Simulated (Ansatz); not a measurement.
# Zinc, dhcp under PBEsol: from relaxation to bulk modulus, part 2 of 2

Aim: take zinc in the dhcp structure, relax it, solve it on a dense k-mesh, then scale the cell to 7 volumes from 88 to 112 % of the relaxed one and try a fit of the equation of state. Spin polarisation is left out. The k-meshes are 13×13×4 for the relaxation; 18×18×5 for the dense run; 16×16×4 for the volumes.

Ansatz 0.2.0; DFT, PBEsol, plane waves (420 eV) with PAW, scalar-relativistic.

### 4 Volume × 0.88

Input file input.yaml:

```yaml
crystal:
  lattice:
    - [2.4977306346, 0.0, 0.0]
    - [-1.2488653173, 2.1630981814, 0.0]
    - [0.0, 0.0, 9.2548203336]
  atoms:
    - { symbol: Zn, position: [1.0, 0.0, 1.0] }
    - { symbol: Zn, position: [1.0, 1.0, 0.5] }
    - { symbol: Zn, position: [0.3333333333, 0.6666666667, 0.25] }
    - { symbol: Zn, position: [0.6666666667, 0.3333333333, 0.75] }
hamiltonian:
  xc: pbesol
  pseudopotentials:
    kind: paw
    azcp:
      Zn: "pseudopotentials/Zn.paw.azcp"
basis:
  ecutwfc: 420
  fft_grid_basis: typed
kpoints:
  mp_grid: { grid: [16, 16, 4], shift: [0, 0, 0] }
magnetization:
  spin_polarized: false
scf:
  occupations: { method: fermi_dirac, width: 0.1 }
  lower_state_search: "off"
output:
  stress: true
  write_density: true
  write_potential: true
  elf: true
  volumetric_format: npy
```

The run is started by

```
ansatz run input.yaml --threads 2 --pin off --max-ram 5120MiB --backend cpu --events-out ev --progress --plain --runs-dir out
```

Output (excerpt; [...] marks lines left out):

```text
Warning: <dir> the record states the generating functional pbe (its physics header spells it `PBE`), which answers neither for hamiltonian.xc's functional nor for the pbesol family's — results may be inconsistent (PPs are generated against a specific XC)
Warning: RAYON_NUM_THREADS=2 ignored (pool sized by the plan → 2); use --threads N
[...]
Pseudopotentials: kind: paw
Pseudopotential: Zn, paw, valence charge 12, recommended cutoff 420 eV (normal), <dir>
Functional definition: PBEsol
[...]
Crystal: 4 atoms, lattice volume = 50.002 Å³
Basis set: ecut = 420 eV, 961 PW (Γ)
Bands: 29, of which v1, the nominal top of the filled ones, is band 24 counted from 1 (23 counted from 0)
Symmetry: 24 space group operations
Space group: P63/mmc (ITA 194), of the structure as read, at distance tolerance 3.7e-5 Å
k-points: 90 of 1024
[...]
SCF iter   1: F=—  HF=-13123.313793 eV  |F-HF|=—  |Δ(HF+E_count)|=         —  Δρ=6.55e-3  dr2=1.29e-2  ethr=1.77e-3  ⟨swp⟩=5.9  Hψ=10781  notcnv=0
[...]
SCF iter   7: F=-13123.309992 eV  HF=-13123.309992 eV  |F-HF|=1.35e-8  |Δ(HF+E_count)|=   1.12e-7  Δρ=6.84e-6  dr2=1.93e-8  ethr=2.08e-10  ⟨swp⟩=6.9  Hψ=19171  notcnv=0
[...]
SCF converged after 7 iterations
Free energy (F): -13123.309992 eV
[...]
E sigma→0 (E₀):  -13123.302152 eV
Entropy (-TS):   -0.015680 eV (-3.920 meV/atom)
Fermi energy:    14.129111 eV
[...]
--- Stress (GPa, compression-positive) ---
       18.439950       0.000000       0.000000
        0.000000      18.439950       0.000000
        0.000000       0.000000      11.835899
  P = ⅓ Tr σ = 16.2386 GPa (162.386 kbar)
--- Band table (eV; the first three rows and the last of 90) ---
  k-point 0: bands = ["2.0110", "3.5583", "3.5648", "4.5099", "5.5704", "5.7636", "5.7790", "5.8848", "5.8848", "5.8944", "5.8944", "5.9463", "5.9463", "5.9556", "5.9556", "6.4619", "6.4619", "6.6059", "6.6059", "6.6133", "6.6133", "6.7607", "6.7607", "9.4031", "11.3215", "19.4028", [...]
[...]
```

It took 2.2 s on 2 threads of AMD EPYC 9R45 (Zen 5), shared host; peak memory 0.52 GiB.

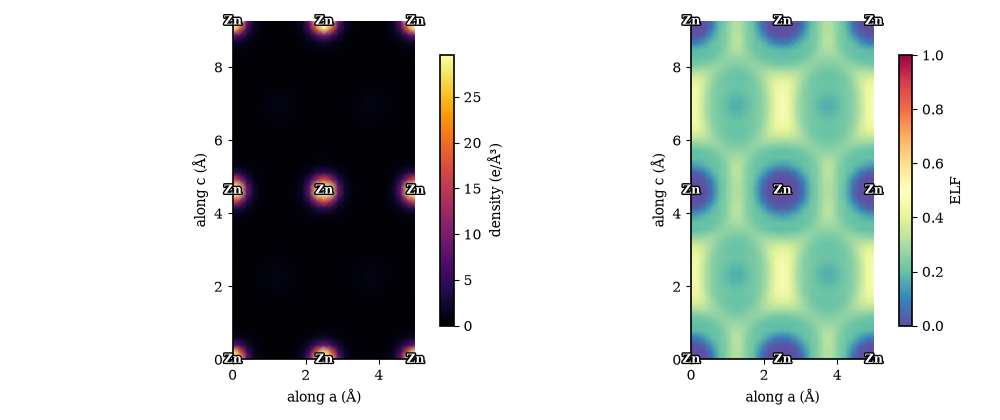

Density (left) and ELF (right) in a lattice plane of the grid's cell (edges 2.50 and 9.25 Å, at 0.000 of the third edge), which holds Zn. Only atoms in the plane are labelled; the density scale stops at 29.57 e/Å³. Both are smooth fields of the valence electrons: close to the nuclei they are not physical.

Outside the cores ELF peaks at 0.47 between the atoms, 1.4 Å from Zn.

### 5 Volume × 0.92

Changes to input.yaml since step 4:

```diff
@@ -2,5 +2,5 @@
   lattice:
-    - [2.4977306346, 0.0, 0.0]
-    - [-1.2488653173, 2.1630981814, 0.0]
-    - [0.0, 0.0, 9.2548203336]
+    - [2.5350156933, 0.0, 0.0]
+    - [-1.2675078466, 2.1953879894, 0.0]
+    - [0.0, 0.0, 9.3929723481]
   atoms:
@@ -28,5 +28 @@
   stress: true
-  write_density: true
-  write_potential: true
-  elf: true
-  volumetric_format: npy
```

The run is started by

```
ansatz run input.yaml --threads 2 --pin off --max-ram 5120MiB --backend cpu --events-out ev --progress --plain --runs-dir out
```

Output (excerpt; [...] marks lines left out):

```text
Warning: <dir> the record states the generating functional pbe (its physics header spells it `PBE`), which answers neither for hamiltonian.xc's functional nor for the pbesol family's — results may be inconsistent (PPs are generated against a specific XC)
Warning: RAYON_NUM_THREADS=2 ignored (pool sized by the plan → 2); use --threads N
[...]
Pseudopotentials: kind: paw
Pseudopotential: Zn, paw, valence charge 12, recommended cutoff 420 eV (normal), <dir>
Functional definition: PBEsol
[...]
Crystal: 4 atoms, lattice volume = 52.275 Å³
Basis set: ecut = 420 eV, 1033 PW (Γ)
Bands: 28, of which v1, the nominal top of the filled ones, is band 24 counted from 1 (23 counted from 0)
Symmetry: 24 space group operations
Space group: P63/mmc (ITA 194), of the structure as read, at distance tolerance 3.7e-5 Å
k-points: 90 of 1024
[...]
SCF iter   1: F=—  HF=-13123.493590 eV  |F-HF|=—  |Δ(HF+E_count)|=         —  Δρ=6.19e-3  dr2=1.16e-2  ethr=1.77e-3  ⟨swp⟩=5.7  Hψ=10107  notcnv=0
[...]
SCF iter   7: F=-13123.490246 eV  HF=-13123.490246 eV  |F-HF|=7.51e-9  |Δ(HF+E_count)|=   3.62e-8  Δρ=5.81e-6  dr2=9.01e-9  ethr=2.08e-10  ⟨swp⟩=4.9  Hψ=10517  notcnv=0
[...]
SCF converged after 7 iterations
Free energy (F): -13123.490246 eV
[...]
E sigma→0 (E₀):  -13123.482128 eV
Entropy (-TS):   -0.016235 eV (-4.059 meV/atom)
Fermi energy:    13.342477 eV
[...]
--- Stress (GPa, compression-positive) ---
       10.826425      -0.000000      -0.000000
       -0.000000      10.826425       0.000000
       -0.000000       0.000000       6.712990
  P = ⅓ Tr σ = 9.4553 GPa (94.553 kbar)
```

Wall time 1.6 s (2 threads of AMD EPYC 9R45 (Zen 5), shared host); peak memory 0.5 GiB.

### 6 Volume × 0.96

Changes to input.yaml since step 5:

```diff
@@ -2,5 +2,5 @@
   lattice:
-    - [2.5350156933, 0.0, 0.0]
-    - [-1.2675078466, 2.1953879894, 0.0]
-    - [0.0, 0.0, 9.3929723481]
+    - [2.5712350966, 0.0, 0.0]
+    - [-1.2856175483, 2.2267549128, 0.0]
+    - [0.0, 0.0, 9.527175799]
   atoms:
```

The run is started by

```
ansatz run input.yaml --threads 2 --pin off --max-ram 5120MiB --backend cpu --events-out ev --progress --plain --runs-dir out
```

Output (excerpt; [...] marks lines left out):

```text
Warning: <dir> the record states the generating functional pbe (its physics header spells it `PBE`), which answers neither for hamiltonian.xc's functional nor for the pbesol family's — results may be inconsistent (PPs are generated against a specific XC)
Warning: RAYON_NUM_THREADS=2 ignored (pool sized by the plan → 2); use --threads N
[...]
Pseudopotentials: kind: paw
Pseudopotential: Zn, paw, valence charge 12, recommended cutoff 420 eV (normal), <dir>
Functional definition: PBEsol
[...]
Crystal: 4 atoms, lattice volume = 54.548 Å³
Basis set: ecut = 420 eV, 1093 PW (Γ)
Bands: 28, of which v1, the nominal top of the filled ones, is band 24 counted from 1 (23 counted from 0)
Symmetry: 24 space group operations
Space group: P63/mmc (ITA 194), of the structure as read, at distance tolerance 3.8e-5 Å
k-points: 90 of 1024
[...]
SCF iter   1: F=—  HF=-13123.588136 eV  |F-HF|=—  |Δ(HF+E_count)|=         —  Δρ=5.81e-3  dr2=1.06e-2  ethr=1.77e-3  ⟨swp⟩=5.7  Hψ=10187  notcnv=0
[...]
SCF iter   7: F=-13123.585201 eV  HF=-13123.585201 eV  |F-HF|=7.60e-9  |Δ(HF+E_count)|=   1.56e-7  Δρ=6.77e-6  dr2=1.27e-8  ethr=2.08e-10  ⟨swp⟩=5.1  Hψ=11220  notcnv=0
[...]
SCF converged after 7 iterations
Free energy (F): -13123.585201 eV
[...]
E sigma→0 (E₀):  -13123.576483 eV
Entropy (-TS):   -0.017436 eV (-4.359 meV/atom)
Fermi energy:    12.620229 eV
[...]
--- Stress (GPa, compression-positive) ---
        4.877493      -0.000000       0.000000
       -0.000000       4.877493      -0.000000
        0.000000      -0.000000       2.696109
  P = ⅓ Tr σ = 4.1504 GPa (41.504 kbar)
```

Wall time 1.5 s (2 threads of AMD EPYC 9R45 (Zen 5), shared host); peak memory 0.52 GiB.

### 7 Volume × 1.0

Changes to input.yaml since step 6:

```diff
@@ -2,5 +2,5 @@
   lattice:
-    - [2.5712350966, 0.0, 0.0]
-    - [-1.2856175483, 2.2267549128, 0.0]
-    - [0.0, 0.0, 9.527175799]
+    - [2.6064618726, 0.0, 0.0]
+    - [-1.3032309363, 2.2572621957, 0.0]
+    - [0.0, 0.0, 9.6577012761]
   atoms:
```

The run is started by

```
ansatz run input.yaml --threads 2 --pin off --max-ram 5120MiB --backend cpu --events-out ev --progress --plain --runs-dir out
```

Output (excerpt; [...] marks lines left out):

```text
Warning: <dir> the record states the generating functional pbe (its physics header spells it `PBE`), which answers neither for hamiltonian.xc's functional nor for the pbesol family's — results may be inconsistent (PPs are generated against a specific XC)
Warning: RAYON_NUM_THREADS=2 ignored (pool sized by the plan → 2); use --threads N
[...]
Pseudopotentials: kind: paw
Pseudopotential: Zn, paw, valence charge 12, recommended cutoff 420 eV (normal), <dir>
Functional definition: PBEsol
[...]
Crystal: 4 atoms, lattice volume = 56.821 Å³
Basis set: ecut = 420 eV, 1131 PW (Γ)
Bands: 28, of which v1, the nominal top of the filled ones, is band 24 counted from 1 (23 counted from 0)
Symmetry: 24 space group operations
Space group: P63/mmc (ITA 194), of the structure as read, at distance tolerance 3.8e-5 Å
k-points: 90 of 1024
[...]
SCF iter   1: F=—  HF=-13123.616092 eV  |F-HF|=—  |Δ(HF+E_count)|=         —  Δρ=5.43e-3  dr2=9.55e-3  ethr=1.77e-3  ⟨swp⟩=5.6  Hψ=10156  notcnv=0
[...]
SCF iter   7: F=-13123.613516 eV  HF=-13123.613516 eV  |F-HF|=2.36e-9  |Δ(HF+E_count)|=   5.84e-7  Δρ=5.31e-6  dr2=8.41e-9  ethr=2.08e-10  ⟨swp⟩=5.1  Hψ=11429  notcnv=0
[...]
SCF converged after 7 iterations
Free energy (F): -13123.613516 eV
[...]
E sigma→0 (E₀):  -13123.603886 eV
Entropy (-TS):   -0.019260 eV (-4.815 meV/atom)
Fermi energy:    11.951365 eV
[...]
--- Stress (GPa, compression-positive) ---
        0.258524       0.000000       0.000000
        0.000000       0.258524       0.000000
        0.000000       0.000000      -0.460960
  P = ⅓ Tr σ = 0.0187 GPa (0.187 kbar)
```

Wall time 1.4 s (2 threads of AMD EPYC 9R45 (Zen 5), shared host); peak memory 0.51 GiB.

### 8 Volume × 1.04

Changes to input.yaml since step 7:

```diff
@@ -2,5 +2,5 @@
   lattice:
-    - [2.6064618726, 0.0, 0.0]
-    - [-1.3032309363, 2.2572621957, 0.0]
-    - [0.0, 0.0, 9.6577012761]
+    - [2.6407613569, 0.0, 0.0]
+    - [-1.3203806784, 2.2869664204, 0.0]
+    - [0.0, 0.0, 9.7847908672]
   atoms:
@@ -28 +28,5 @@
   stress: true
+  write_density: true
+  write_potential: true
+  elf: true
+  volumetric_format: npy
```

The run is started by

```
ansatz run input.yaml --threads 2 --pin off --max-ram 5120MiB --backend cpu --events-out ev --progress --plain --runs-dir out
```

Output (excerpt; [...] marks lines left out):

```text
Warning: <dir> the record states the generating functional pbe (its physics header spells it `PBE`), which answers neither for hamiltonian.xc's functional nor for the pbesol family's — results may be inconsistent (PPs are generated against a specific XC)
Warning: RAYON_NUM_THREADS=2 ignored (pool sized by the plan → 2); use --threads N
[...]
Pseudopotentials: kind: paw
Pseudopotential: Zn, paw, valence charge 12, recommended cutoff 420 eV (normal), <dir>
Functional definition: PBEsol
[...]
Crystal: 4 atoms, lattice volume = 59.094 Å³
Basis set: ecut = 420 eV, 1167 PW (Γ)
Bands: 29, of which v1, the nominal top of the filled ones, is band 24 counted from 1 (23 counted from 0)
Symmetry: 24 space group operations
Space group: P63/mmc (ITA 194), of the structure as read, at distance tolerance 3.9e-5 Å
k-points: 90 of 1024
[...]
SCF iter   1: F=—  HF=-13123.592349 eV  |F-HF|=—  |Δ(HF+E_count)|=         —  Δρ=5.06e-3  dr2=8.59e-3  ethr=1.77e-3  ⟨swp⟩=5.9  Hψ=10920  notcnv=0
[...]
SCF iter   7: F=-13123.590056 eV  HF=-13123.590056 eV  |F-HF|=1.39e-9  |Δ(HF+E_count)|=   6.89e-7  Δρ=4.50e-6  dr2=6.63e-9  ethr=2.08e-10  ⟨swp⟩=10.3  Hψ=21830  notcnv=0
[...]
SCF converged after 7 iterations
Free energy (F): -13123.590056 eV
[...]
E sigma→0 (E₀):  -13123.579306 eV
Entropy (-TS):   -0.021499 eV (-5.375 meV/atom)
Fermi energy:    11.328397 eV
[...]
--- Stress (GPa, compression-positive) ---
       -3.308957      -0.000000      -0.000000
       -0.000000      -3.308957       0.000000
       -0.000000       0.000000      -2.952724
  P = ⅓ Tr σ = -3.1902 GPa (-31.902 kbar)
--- Band table (eV; the first three rows and the last of 90) ---
  k-point 0: bands = ["0.6626", "1.9892", "1.9923", "2.6099", "3.3678", "3.6000", "3.6000", "3.6068", "3.6068", "3.6216", "3.6335", "3.6442", "3.6442", "3.6507", "3.6507", "4.0222", "4.0222", "4.1293", "4.1293", "4.1336", "4.1336", "4.2428", "4.2428", "7.5207", "8.3311", "16.0092", [...]
[...]
```

Wall time 2.7 s (2 threads of AMD EPYC 9R45 (Zen 5), shared host); peak memory 0.53 GiB.

### 9 Volume × 1.08

Changes to input.yaml since step 8:

```diff
@@ -2,5 +2,5 @@
   lattice:
-    - [2.6407613569, 0.0, 0.0]
-    - [-1.3203806784, 2.2869664204, 0.0]
-    - [0.0, 0.0, 9.7847908672]
+    - [2.6741922648, 0.0, 0.0]
+    - [-1.3370961324, 2.315918436, 0.0]
+    - [0.0, 0.0, 9.9086621294]
   atoms:
@@ -28,5 +28 @@
   stress: true
-  write_density: true
-  write_potential: true
-  elf: true
-  volumetric_format: npy
```

The run is started by

```
ansatz run input.yaml --threads 2 --pin off --max-ram 5120MiB --backend cpu --events-out ev --progress --plain --runs-dir out
```

Output (excerpt; [...] marks lines left out):

```text
Warning: <dir> the record states the generating functional pbe (its physics header spells it `PBE`), which answers neither for hamiltonian.xc's functional nor for the pbesol family's — results may be inconsistent (PPs are generated against a specific XC)
Warning: RAYON_NUM_THREADS=2 ignored (pool sized by the plan → 2); use --threads N
[...]
Pseudopotentials: kind: paw
Pseudopotential: Zn, paw, valence charge 12, recommended cutoff 420 eV (normal), <dir>
Functional definition: PBEsol
[...]
Crystal: 4 atoms, lattice volume = 61.366 Å³
Basis set: ecut = 420 eV, 1239 PW (Γ)
Bands: 28, of which v1, the nominal top of the filled ones, is band 24 counted from 1 (23 counted from 0)
Symmetry: 24 space group operations
Space group: P63/mmc (ITA 194), of the structure as read, at distance tolerance 3.9e-5 Å
k-points: 90 of 1024
[...]
SCF iter   1: F=—  HF=-13123.528548 eV  |F-HF|=—  |Δ(HF+E_count)|=         —  Δρ=4.68e-3  dr2=7.63e-3  ethr=1.77e-3  ⟨swp⟩=5.6  Hψ=10272  notcnv=0
[...]
SCF iter   7: F=-13123.526461 eV  HF=-13123.526461 eV  |F-HF|=2.60e-9  |Δ(HF+E_count)|=   6.50e-7  Δρ=4.83e-6  dr2=8.15e-9  ethr=2.08e-10  ⟨swp⟩=5.1  Hψ=11348  notcnv=0
[...]
SCF converged after 7 iterations
Free energy (F): -13123.526461 eV
[...]
E sigma→0 (E₀):  -13123.514510 eV
Entropy (-TS):   -0.023902 eV (-5.976 meV/atom)
Fermi energy:    10.746949 eV
[...]
--- Stress (GPa, compression-positive) ---
       -6.049013      -0.000000       0.000000
       -0.000000      -6.049013      -0.000000
        0.000000      -0.000000      -4.916362
  P = ⅓ Tr σ = -5.6715 GPa (-56.715 kbar)
```

It took 1.4 s on 2 threads of AMD EPYC 9R45 (Zen 5), shared host; peak memory 0.52 GiB.

### 10 Volume × 1.12

Changes to input.yaml since step 9:

```diff
@@ -2,5 +2,5 @@
   lattice:
-    - [2.6741922648, 0.0, 0.0]
-    - [-1.3370961324, 2.315918436, 0.0]
-    - [0.0, 0.0, 9.9086621294]
+    - [2.70680758, 0.0, 0.0]
+    - [-1.35340379, 2.3441641275, 0.0]
+    - [0.0, 0.0, 10.0295113827]
   atoms:
```

The run is started by

```
ansatz run input.yaml --threads 2 --pin off --max-ram 5120MiB --backend cpu --events-out ev --progress --plain --runs-dir out
```

Output (excerpt; [...] marks lines left out):

```text
Warning: <dir> the record states the generating functional pbe (its physics header spells it `PBE`), which answers neither for hamiltonian.xc's functional nor for the pbesol family's — results may be inconsistent (PPs are generated against a specific XC)
Warning: RAYON_NUM_THREADS=2 ignored (pool sized by the plan → 2); use --threads N
[...]
Pseudopotentials: kind: paw
Pseudopotential: Zn, paw, valence charge 12, recommended cutoff 420 eV (normal), <dir>
Functional definition: PBEsol
[...]
Crystal: 4 atoms, lattice volume = 63.639 Å³
Basis set: ecut = 420 eV, 1263 PW (Γ)
Bands: 28, of which v1, the nominal top of the filled ones, is band 24 counted from 1 (23 counted from 0)
Symmetry: 24 space group operations
Space group: P63/mmc (ITA 194), of the structure as read, at distance tolerance 4.0e-5 Å
k-points: 90 of 1024
[...]
SCF iter   1: F=—  HF=-13123.434491 eV  |F-HF|=—  |Δ(HF+E_count)|=         —  Δρ=4.10e-3  dr2=6.18e-3  ethr=1.77e-3  ⟨swp⟩=5.6  Hψ=10251  notcnv=0
[...]
SCF iter   7: F=-13123.431908 eV  HF=-13123.431908 eV  |F-HF|=1.87e-8  |Δ(HF+E_count)|=   5.48e-7  Δρ=7.92e-6  dr2=2.35e-8  ethr=2.08e-10  ⟨swp⟩=5.0  Hψ=11010  notcnv=0
[...]
SCF converged after 7 iterations
Free energy (F): -13123.431908 eV
[...]
E sigma→0 (E₀):  -13123.418753 eV
Entropy (-TS):   -0.026311 eV (-6.578 meV/atom)
Fermi energy:    10.204155 eV
[...]
--- Stress (GPa, compression-positive) ---
       -8.138514      -0.000000       0.000000
       -0.000000      -8.138514       0.000000
        0.000000       0.000000      -6.446125
  P = ⅓ Tr σ = -7.5744 GPa (-75.744 kbar)
```

Run time: 1.9 s. Hardware: 2 threads of AMD EPYC 9R45 (Zen 5), shared host; peak memory 0.53 GiB.

### 11 Energy and pressure against volume

All volumes keep the relaxed shape and fractional coordinates.

```
V (Å³/atom)  E − E₀ (meV/atom)  P from the stress (GPa)  P from the fit (GPa)
     12.501               75.4                    16.24                 16.28
     13.069               30.4                     9.46                  9.41
     13.637                6.8                     4.15                  4.09
     14.205                0.0                     0.02                 -0.05
     14.773                6.1                    -3.19                 -3.26
     15.342               22.3                    -5.67                 -5.76
     15.910               46.3                    -7.57                 -7.68
```

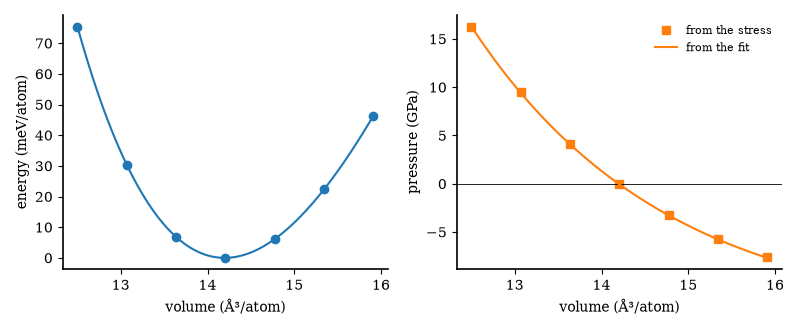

Energy and pressure against volume; the lines are the Birch-Murnaghan fit.

A third-order Birch-Murnaghan fit gives V₀ = 14.197 Å³/atom, B₀ = 91 GPa and B₀′ = 5.3; it misses no point by more than 0.03 meV/atom.

The fit is made to E(σ → 0), while the stress belongs to the free energy F; that is one source of the offset between the two pressures.

### 12 What came out

This closing draws on all 2 parts.

| quantity | value |
| --- | --- |
| space group (spins left aside) | P6_3/mmc (No. 194) |
| conventional cell | a = 2.606 Å, c = 9.658 Å (c/a = 3.705) |
| volume | 14.205 Å³/atom |
| shortest distance | 2.606 Å |
| gap on the mesh | none (levels filled in part) |
| relative to hcp | +9 meV/atom |
| V₀, B₀, B₀′ | 14.197 Å³/atom, 91 GPa, 5.3 |

**Reading.** The relaxation shrank the cell by 6.6 % in volume. It lies 9 meV/atom above the element's reference form at the same level (hcp, from a run of its own). Levels at the Fermi energy are filled in part, as in a metal. B₀ comes out at 91 GPa; letting shape and positions relax at each volume could only lower it. The symmetry was held, so the structure may be unstable against distortions that break it.
